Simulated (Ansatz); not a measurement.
# Bands, cutoff and cost in G0W0 for SiO2 (Cristobalite), part 2 of 2

How do accuracy and time trade against each other in G0W0 on SiO2 (Cristobalite)?

Ansatz 0.2.0; G0W0 on PBE, plane waves, PAW; PAW set soft_1. Known limits of the many-body steps: not at the basis limit; coarse k mesh.

So far. Step 4 (947 empty bands, screening to 180 eV): Against the run with 4×4×2 mesh, 440 empty bands, screening to 108 eV, PAW set soft_1 files, the gap moves by +0.21 eV. Step 5 (Changing the k mesh: 2×2×2 mesh, 440 empty bands …): Against the run with 4×4×2 mesh, 440 empty bands, screening to 108 eV, PAW set soft_1 files, the gap moves by +0.02 eV.

The database entry behind the starting cell lists a temperature of 340 K, so it need not match the best structure at ambient conditions.

## Step 6: Changing the frequency model: 4×4×2 mesh, 440 empty bands, screening to 108 eV, plasmon pole, PAW set soft_1 files

A plasmon pole stands in for the full frequency dependence of the screening; this run shows what that costs in accuracy.

File input.yaml:

```yaml
crystal:
  lattice:
    - [4.982, 0.0, 0.0]
    - [0.0, 4.982, 0.0]
    - [0.0, 0.0, 6.963]
  atoms:
    - { symbol: Si, position: [0.29897, 0.29897, 0.0] }
    - { symbol: Si, position: [0.20103, 0.79897, 0.25] }
    - { symbol: Si, position: [0.70103, 0.70103, 0.5] }
    - { symbol: Si, position: [0.79897, 0.20103, 0.75] }
    - { symbol: O, position: [0.23989, 0.10347, 0.17813] }
    - { symbol: O, position: [0.39653, 0.73989, 0.42813] }
    - { symbol: O, position: [0.76011, 0.89653, 0.67813] }
    - { symbol: O, position: [0.60347, 0.26011, 0.92813] }
    - { symbol: O, position: [0.73989, 0.39653, 0.57187] }
    - { symbol: O, position: [0.89653, 0.76011, 0.32187] }
    - { symbol: O, position: [0.26011, 0.60347, 0.07187] }
    - { symbol: O, position: [0.10347, 0.23989, 0.82187] }
kpoints:
  mp_grid: { grid: [4, 4, 2] }
hamiltonian:
  xc: pbe
  pseudopotentials: { kind: paw, azcp: { folder: soft_1 } }
scf:
  occupations: { method: fixed }
gw:
  n_empty_bands: 440
  ecut_chi: 108
  qp_bands: [v4, c4]
  qp_kpoints: band_edges
  screening: { model: godby_needs }
```

On the command line:

```sh
$ ansatz run input.yaml --threads 3 --pin off --max-ram 92160MiB --backend cuda --events-out ev --progress --plain --runs-dir out --devices 1 --max-vram 13GiB
```

Numbers of over 12 decimals in the logs are rounded to 6 here.

Log:

```text
GPUs: using 1 of 1 available (devices: 1).
[...]
GPU FFT provider: cuFFT
GPU libraries: cuBLAS 13.8.2, cuFFT 12.4.0, cuSOLVER 12.3.4
Crystal: 12 atoms, lattice volume = 172.824 Å³
Basis set: ecut = 420 eV, 3387 PW (Γ)
Bands: 44, of which v1, the nominal top of the filled ones, is band 32 counted from 1 (31 counted from 0)
Symmetry: 8 space group operations
[...]
k-points: 12 of 32
[...]
0    36     10.6182    -7.6367    -3.6486   -13.0111  0.8618    12.3573    12.3440  root
[...]
11    33     10.6186    -6.8570    -3.4041   -11.7556  0.8673    12.1229    12.1132  root
    11    34     10.6186    -6.8570    -3.4041   -11.7556  0.8673    12.1229    12.1132  root
    11    35     10.6186    -6.8570    -3.4041   -11.7556  0.8673    12.1229    12.1132  root
    11    36     10.6186    -6.8570    -3.4041   -11.7556  0.8673    12.1229    12.1132  root
[key lines of the parts left out:]
SCF converged after 8 iterations
Free energy (F): -7096.304376 eV
Fermi energy:    1.321772 eV
```

Wall time 34 s (1 × NVIDIA H100 80GB HBM3 (shared by 6 runs) with 3 threads of AMD EPYC 7R13 (Zen 3), shared host); peak memory 2.2 GiB; 54 s of CPU time.

This step gave:

```yaml
bands_summed: 472
plasmon_pole_fit_frequency: 22.60 eV
rpa_eps_infinity_on_this_mesh_eigenvalues: 2.160, 2.166, 2.166
plane_waves_in_the_screening_matrix: 451
g0w0_gap_on_the_mesh: 8.574 eV
k_of_the_valence_top: 0, 0, 0
k_of_the_conduction_bottom: 0, 0, 0
starting_gap_on_the_mesh: 5.765 eV
least_direct_g0w0_gap_on_the_computed_points: 8.574 eV
```

Against the run with 4×4×2 mesh, 440 empty bands, screening to 108 eV, PAW set soft_1 files, the gap moves by −0.03 eV.

## Step 7: Changing the files: 4×4×2 mesh, 440 empty bands, screening to 108 eV, hard PAW files

Other atomic data (hard PAW) test the pseudisation: the cutoff goes from 420 to 930 eV, with the same valence electrons.

This step: G0W0 on PBE, plane waves, PAW.

input.yaml, as its differences from that of step 6:

```diff
@@ -22,3 +22,3 @@
   xc: pbe
-  pseudopotentials: { kind: paw, azcp: { folder: soft_1 } }
+  pseudopotentials: { kind: paw, source: ansatz }
 scf:
@@ -30,2 +30,2 @@
   qp_kpoints: band_edges
-  screening: { model: godby_needs }
+  screening: { model: contour_deformation }
```

Log:

```text
GPUs: using 1 of 1 available (devices: 1).
[...]
GPU FFT provider: cuFFT
GPU libraries: cuBLAS 13.8.2, cuFFT 12.4.0, cuSOLVER 12.3.4
Crystal: 12 atoms, lattice volume = 172.824 Å³
Basis set: ecut = 930 eV, 11163 PW (Γ)
Bands: 44, of which v1, the nominal top of the filled ones, is band 32 counted from 1 (31 counted from 0)
Symmetry: 8 space group operations
[...]
k-points: 12 of 32
[...]
0    36     10.6312    -7.5610    -3.7007   -12.9662  0.8564    12.3545    12.3357  root
[...]
11    33     10.6325    -6.8204    -3.4468   -11.7403  0.8619    12.1191    12.1055  root
    11    34     10.6325    -6.8204    -3.4468   -11.7403  0.8619    12.1191    12.1055  root
    11    35     10.6325    -6.8204    -3.4468   -11.7403  0.8619    12.1191    12.1055  root
    11    36     10.6325    -6.8204    -3.4468   -11.7403  0.8619    12.1191    12.1055  root
[key lines of the parts left out:]
SCF converged after 8 iterations
Free energy (F): -7095.919976 eV
Fermi energy:    1.339024 eV
```

Elapsed: 39 s, on 1 × NVIDIA H100 80GB HBM3 (shared by 6 runs) with 3 threads; peak memory 2.7 GiB; 49 s of CPU time.

Numbers from this step:

```
bands summed                                 : 472
RPA ε∞ on this mesh (eigenvalues)            : 2.157, 2.164, 2.164
plane waves in the screening matrix          : 451
G0W0 gap on the mesh                         : 8.626 eV
k of the valence top                         : 0, 0, 0
k of the conduction bottom                   : 0, 0, 0
starting gap on the mesh                     : 5.766 eV
least direct G0W0 gap on the computed points : 8.626 eV
```

Against the run with 4×4×2 mesh, 440 empty bands, screening to 108 eV, PAW set soft_1 files, the gap moves by +0.02 eV.

## Step 8: Convergence and cost

Times are wall times on 1 × NVIDIA H100 80GB HBM3 (shared by 6 runs) with 3 threads of AMD EPYC 7R13 (Zen 3), shared host, good to a factor of about two.

```csv
mesh,files,frequency,bands summed,cutoff (eV),start (eV),G0W0 (eV),time,host memory (GiB)
4×4×2,PAW set soft_1,contour deformation,187,54,5.765,8.451,18 s,1.2
4×4×2,PAW set soft_1,contour deformation,472,108,5.765,8.602,29 s,1.8
4×4×2,PAW set soft_1,contour deformation,979,180,5.765,8.810,60 s,3.5
2×2×2,PAW set soft_1,contour deformation,472,108,5.764,8.623,14 s,1.4
4×4×2,PAW set soft_1,plasmon pole,472,108,5.765,8.574,34 s,2.2
4×4×2,hard PAW,contour deformation,472,108,5.766,8.626,39 s,2.7
```

The parts of the quasiparticle energy at the two band edges (eV; QP = start + Σx + Σc − Vxc):

```csv
run,edge,start,Σx,Σc,Vxc,Z,QP
187 bands,valence top,1.32,-26.84,4.39,-20.93,0.82,-0.20
187 bands,conduction bottom,7.09,-6.53,-3.06,-10.75,0.88,8.25
472 bands,valence top,1.32,-26.84,4.17,-20.93,0.81,-0.41
472 bands,conduction bottom,7.09,-6.53,-3.12,-10.75,0.88,8.19
979 bands,valence top,1.32,-26.84,3.92,-20.93,0.81,-0.66
979 bands,conduction bottom,7.09,-6.53,-3.16,-10.75,0.87,8.15
```

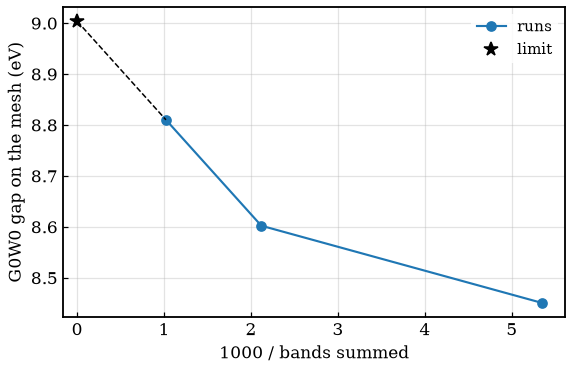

The gap against one over the number of bands; the dashed line carries the two highest rungs to the limit.

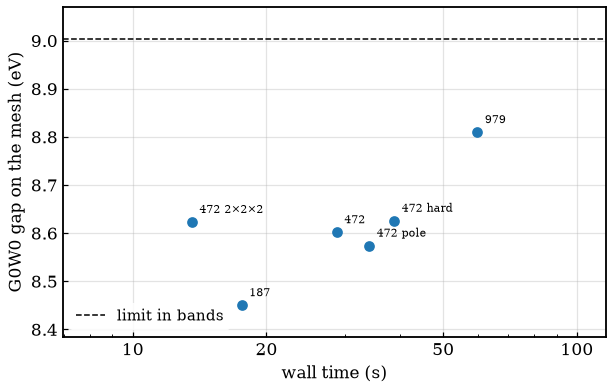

Result against wall time.

## Step 9: Results

| Item | Value |
| --- | --- |
| 187 bands, 54 eV | 8.451 eV |
| 472 bands, 108 eV | 8.602 eV |
| 979 bands, 180 eV | 8.810 eV |
| estimated limit in bands and cutoff | 9.00 eV |
| mesh and start | 4×4×2, PBE |

**Reading.** A line in one over the bands through the two highest rungs gives 9.00 eV, +0.19 eV from the top rung; the pair below gives 8.70 eV, so the estimate is still climbing. The rungs stand 0.55 eV (187 bands), 0.40 eV (472 bands) and 0.19 eV (979 bands) from it. From 187 to 979 bands the gap moves by +0.36 eV while the time grows 3.4-fold. Σc changes by −0.47 eV at the valence top and −0.11 eV at the conduction bottom, so the valence edge carries most of the change. On the 2×2×2 mesh in place of 4×4×2 the gap differs by +0.02 eV, of which −0.001 eV is already in the start. The plasmon-pole model gives −0.03 eV against contour deformation, 1 % of the correction, and saved no time in this program. Hard PAW files move the gap by +0.02 eV at equal bands and cutoff, +0.001 eV of it in the start. The 4×4×2 mesh is coarse for this cell (its supercell is 14 Å along the shortest edge). The RPA ε∞ on it, from the PBE start, is 2.15; such meshes misread the long-range screening, most where the gap is narrow.

[Paths, hosts, dates, memory and timing lines, banners, echoed tables and standing remarks are left out of the program output.]

[Logs are printed without paths, hosts, clocks, repeated set-up lines and the standing remarks that a program may print on its own settings, such as how far it seeks lower states.]

[Runs of the session that timed out or met a known fault of the program may be left out.]

[Cells called generated may have been cut or substituted from an entry of the Crystallography Open Database or the Materials Project.]

[Hosts, paths, dates, database ids (printed as entryN), source tags and the programs' standing remarks are cut or masked in the printed files.]
